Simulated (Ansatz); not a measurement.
## YN, response to strain

The parent structure is YN in the rock salt structure (space group Fm-3m, No. 225; a = 4.9060 Å).

Strains are applied to the cell and any free atomic positions relax.

Computed with PBE (Ansatz, a program for electronic structure; PAW; 420 eV plane waves; no SOC), earlier PAW set.

Notes on the quantities. energy relative to the base: free energy F.

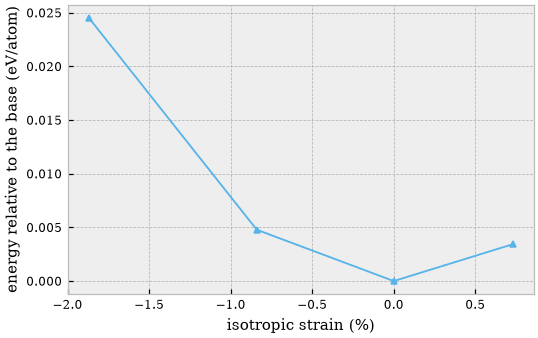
Fig. 1. Energy relative to the base against isotropic strain

```csv
isotropic strain (%),energy relative to the base
-1.87,+25 meV/atom
-0.84,+4.8 meV/atom
0.73,+3.4 meV/atom
```

Whether these cells are dynamically stable was not tested.
